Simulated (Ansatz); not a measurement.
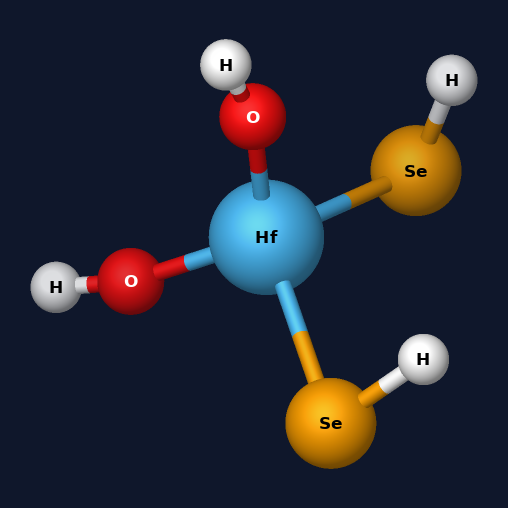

Ball-and-stick drawing of a structure. Every bond is drawn as one stick, whatever its order.

The species is neutral and a spin singlet.

**What is the molecular formula?**

H4HfO2Se2, 9 atoms: 4 hydrogen, 1 hafnium, 2 oxygen and 2 selenium.

**Write the SMILES.**

[OH][Hf]([OH])([SeH])[SeH]

**Count the bonded pairs by element.**

2 Hf–O, 2 Hf–Se, 2 O–H, 2 Se–H.

More results for the same structure follow; atom numbers are the same in all pictures, views and colours differ. Computed geometry: PBE0-D4/def2-TZVP optimisation.

## Shape

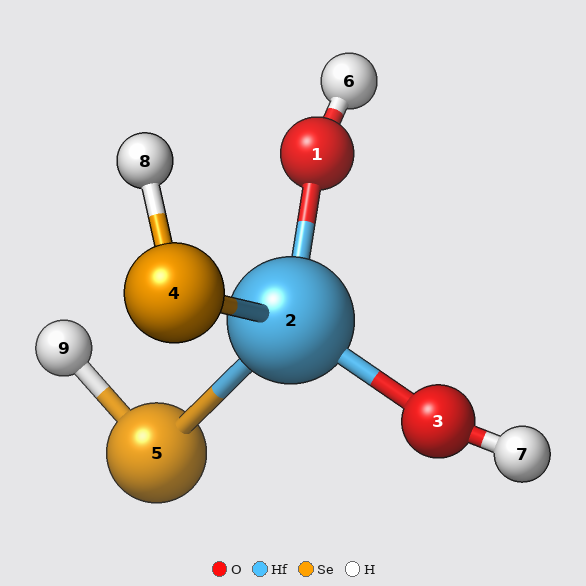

Atoms carry their numbers in the input.

Give the bond lengths.

```json
{"bond": "O1–Hf2", "length (Å)": "1.903"}
{"bond": "O1–H6", "length (Å)": "0.952"}
{"bond": "Hf2–O3", "length (Å)": "1.897"}
{"bond": "Hf2–Se4", "length (Å)": "2.599"}
{"bond": "Hf2–Se5", "length (Å)": "2.595"}
{"bond": "O3–H7", "length (Å)": "0.952"}
{"bond": "Se4–H8", "length (Å)": "1.471"}
{"bond": "Se5–H9", "length (Å)": "1.472"}
```

## Electronic properties

Properties computed with RKS PBE0-D4/def2-SVP, core potentials on Hf (Ansatz 0.2.0).

What does the calculation give?

- HOMO energy (Kohn–Sham orbital): −6.56 eV
- LUMO energy (Kohn–Sham orbital): −0.75 eV
- HOMO–LUMO gap: 5.81 eV
- dispersion correction: −19.9 kJ/mol

## Charges

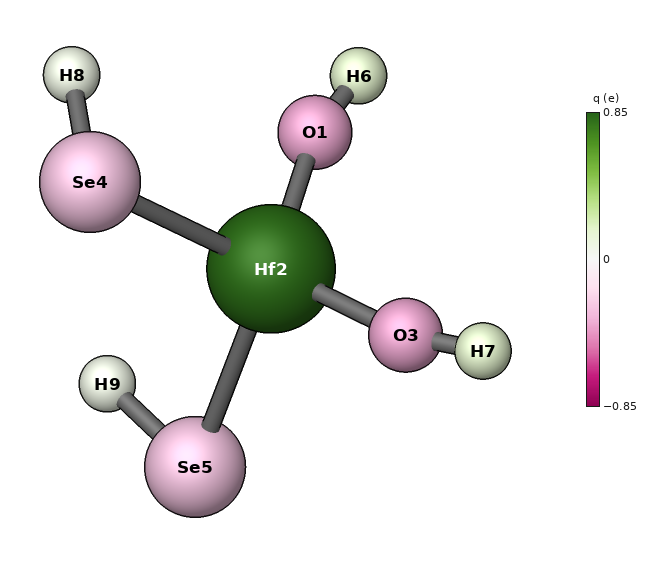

Atoms are coloured by their Mulliken charges. Method: RKS ωB97M-V/def2-TZVPP, core potentials on Hf (Ansatz 0.2.0).

**Which atom carries the highest charge (most positive or least negative)?**

Hf2 (0.82 e).

**And the lowest?**

O1 (−0.38 e).

List the Mulliken charges.

| atom | value (e) |
| --- | --- |
| O1 | −0.38 |
| Hf2 | 0.82 |
| O3 | −0.37 |
| Se4 | −0.28 |
| Se5 | −0.28 |
| H6 | 0.17 |
| H7 | 0.17 |
| H8 | 0.08 |
| H9 | 0.07 |

## Vibrations

Harmonic vibrations computed with RKS PBE0-D4/def2-TZVP, core potentials on Hf (Ansatz 0.2.0) at a stationary point of the same level.

**List the wavenumbers.**

21 modes: 40, 73, 94, 125, 136, 141, 169, 219, 225, 237, 282, 311, 346, 446, 449, 704, 724, 2423, 2430, 4005, 4009 cm⁻¹.

Mulliken values depend strongly on the basis set and can even reverse the polarity of a bond.
